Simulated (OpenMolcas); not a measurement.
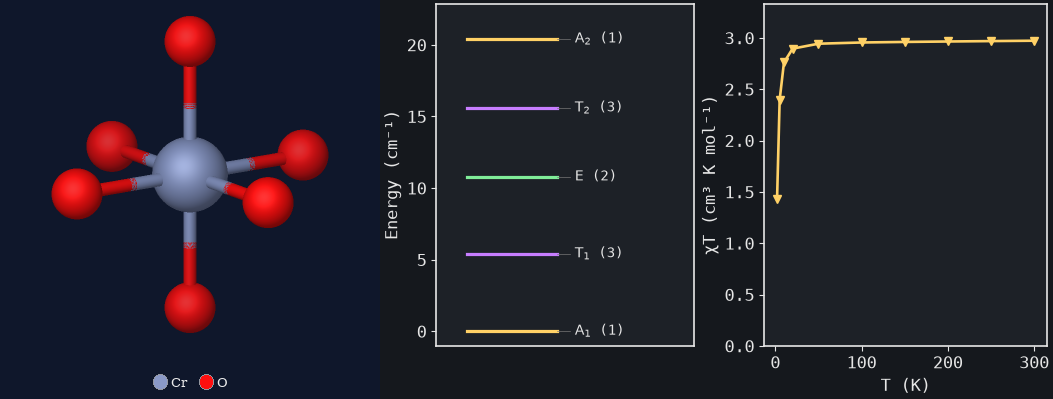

Cr²⁺ (3d⁴) as a dopant in CaO, a cluster with its 6 nearest O²⁻ at 2.110 Å (octahedron) embedded in model potentials and point charges; the geometry was set, not optimised, and its levels and susceptibility. Labels give the representation in O, Td, D4 or D3 as the site allows (double group for half-integer spin) where it could be assigned and, in brackets, the degeneracy; spin-free states, where drawn, share the zero of the spin-orbit levels. The calculation used state-averaged CASSCF, active space 4 electrons in the shell 3d, basis ANO-RCC-VDZP on all atoms, DKH2 scalar Hamiltonian, spin-orbit coupling by RASSI with atomic mean-field integrals (OpenMolcas). Powder susceptibility by Van Vleck's formula.

Question: Describe the ground state and the low levels.

Answer: The ground level is A₁, non-degenerate, 100 % from states of spin multiplicity 5. The next level lies at 5.4 cm⁻¹ (T₁). χT is 1.43 cm³ K mol⁻¹ at 2 K and 2.97 at 300 K, an effective moment of 4.88 μB. The active orbitals hold 92 to 96 % metal character (Löwdin), and the Mulliken charge of the metal is +1.77.

Limits of the model: orbital doublet at a regular site, Jahn-Teller distortion not allowed for; small active space favours high spin, ground spin may be wrong; the geometry is set by hand, with no relaxation and no charge compensation.
